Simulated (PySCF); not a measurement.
Core-level calculation of C$_{2}$H$_{10}$OSi$_{2}$

- system: C$_{2}$H$_{10}$OSi$_{2}$
- method: delta-SCF UKS SCAN, pcX-2 on the ionised atom, pcseg-1 elsewhere, non-relativistic (PySCF 2.14.0)

It belongs to a series of runs on one base structure; here: no relativity. Figures and captions count atoms from 1; the log counts them from 0 in places.

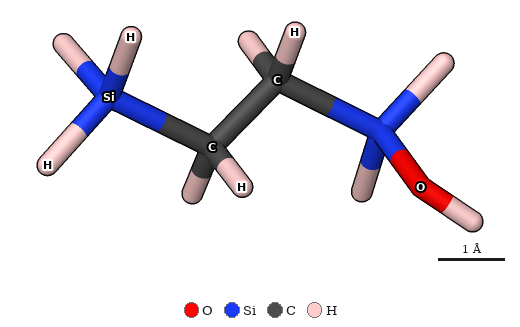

**Figure 1.** The input geometry (stick view, seen at a tilt). Bond lengths as drawn: C–C 1.53 Å, C–H 1.10 Å, C–Si 1.87 to 1.89 Å, H–O 0.96 Å, H–Si 1.50 Å and O–Si 1.67 Å.

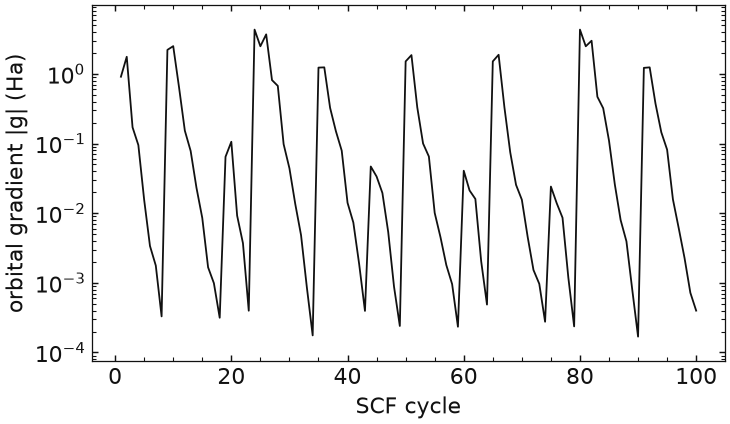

**Figure 2.** Convergence of the self-consistent field: orbital gradient |g| against the SCF cycle. All cycles printed in the log are drawn one after another.

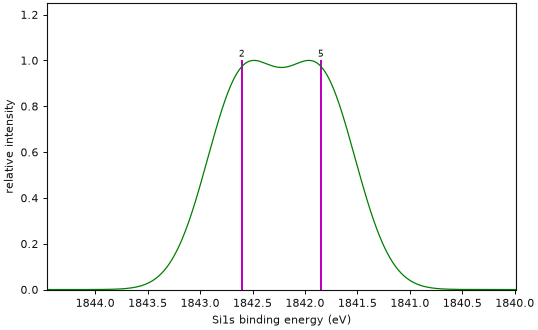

**Figure 3.** Si1s binding energies by ΔSCF of the atoms computed, labelled by atom number, with a Gaussian envelope of 0.8 eV full width. They run from 1841.85 eV (atom 5) to 1842.60 eV (atom 2).

These pictures come from the run below.

**Input**
```
{"job": {"kind": "xps", "x2c": false}, "charge": 0, "multiplicity": 1}
O      2.197704    -0.400115     1.130854
Si     1.958835    -0.081504    -0.492238
C      0.188024     0.505972    -0.638497
C     -0.826823    -0.512904    -0.104216
Si    -2.613307     0.089865    -0.164473
H      3.042941    -0.781626     1.383492
H      2.168057    -1.321911    -1.310205
H      2.913861     0.962168    -0.987781
H      0.108675     1.462387    -0.091506
H     -0.009641     0.748358    -1.698143
H     -0.764826    -1.458040    -0.672296
H     -0.584666    -0.775659     0.939926
H     -3.552744    -0.951420     0.357709
H     -3.001332     0.416969    -1.573311
H     -2.769785     1.330129     0.658752
```

The first line tells a small driver script what to run in PySCF; the rest is the geometry in Å.

Run as:
```bash
OMP_NUM_THREADS=1 python <driver script> task.json out
```

**The program's output**
```
ground state, core basis on atom 0 (O), 159 functions
  cycle   1  E = -736.22938618  |g| = 9.10e-01
  cycle   2  E = -735.76403925  |g| = 1.76e+00
  cycle   3  E = -736.38243620  |g| = 1.71e-01
  cycle   4  E = -736.38686734  |g| = 9.49e-02
  cycle   5  E = -736.38922645  |g| = 1.55e-02
  cycle   6  E = -736.38929274  |g| = 3.38e-03
  cycle   7  E = -736.38929344  |g| = 1.77e-03
  cycle   8  E = -736.38929476  |g| = 3.30e-04
  E(ground) = -736.45662638 Eh
hole in O 1s of atom 0
  cycle   1  E = -715.80179262  |g| = 2.21e+00
  cycle   2  E = -713.48191231  |g| = 2.50e+00
[... 8 cycles left out ...]
  E(ion) = -716.68042989 Eh   <S^2> = 0.7616   hole on atom = 1.000   binding energy = 538.138 eV
ground state, core basis on atom 1 (Si), 170 functions
[... 5 cycles left out ...]
  E(ground) = -736.43246857 Eh
hole in Si 1s of atom 1
[... 11 cycles left out ...]
  E(ion) = -668.71812170 Eh   <S^2> = 0.7522   hole on atom = 1.000   binding energy = 1842.601 eV
hole in Si 2p of atom 1
[... 9 cycles left out ...]
  E(ion) = -732.48710454 Eh   <S^2> = 0.7514   hole on atom = 1.003   binding energy = 107.359 eV
  2p3/2 = 107.120 eV   2p1/2 = 107.737 eV
ground state, core basis on atom 2 (C), 159 functions
[... 6 cycles left out ...]
  E(ground) = -736.42970120 Eh
hole in C 1s of atom 2
[... 10 cycles left out ...]
  E(ion) = -725.76633676 Eh   <S^2> = 0.7689   hole on atom = 1.000   binding energy = 290.165 eV
ground state, core basis on atom 3 (C), 159 functions
[... 5 cycles left out ...]
  E(ground) = -736.42912577 Eh
hole in C 1s of atom 3
[... 10 cycles left out ...]
  E(ion) = -725.76740984 Eh   <S^2> = 0.7691   hole on atom = 1.000   binding energy = 290.120 eV
ground state, core basis on atom 4 (Si), 170 functions
[... 5 cycles left out ...]
  E(ground) = -736.42437950 Eh
hole in Si 1s of atom 4
[... 11 cycles left out ...]
  E(ion) = -668.73774478 Eh   <S^2> = 0.7525   hole on atom = 1.000   binding energy = 1841.847 eV
hole in Si 2p of atom 4
  cycle   1  E = -732.13766370  |g| = 1.22e+00
  cycle   2  E = -731.68189188  |g| = 1.24e+00
  cycle   3  E = -732.37788163  |g| = 3.74e-01
  cycle   4  E = -732.45268435  |g| = 1.45e-01
  cycle   5  E = -732.45823251  |g| = 8.16e-02
  cycle   6  E = -732.46106650  |g| = 1.58e-02
  cycle   7  E = -732.46118218  |g| = 6.08e-03
  cycle   8  E = -732.46120129  |g| = 2.27e-03
  cycle   9  E = -732.46120436  |g| = 7.20e-04
  cycle  10  E = -732.46120468  |g| = 3.99e-04
  E(ion) = -732.50408124 Eh   <S^2> = 0.7524   hole on atom = 1.002   binding energy = 106.677 eV
  2p3/2 = 106.481 eV   2p1/2 = 107.097 eV
```

**Summary**

| quantity | value |
| --- | --- |
| outcome | converged |
| hardware | 1 CPU thread, shared host |
| wall time | 61 s |
| peak memory | 0.62 GiB |
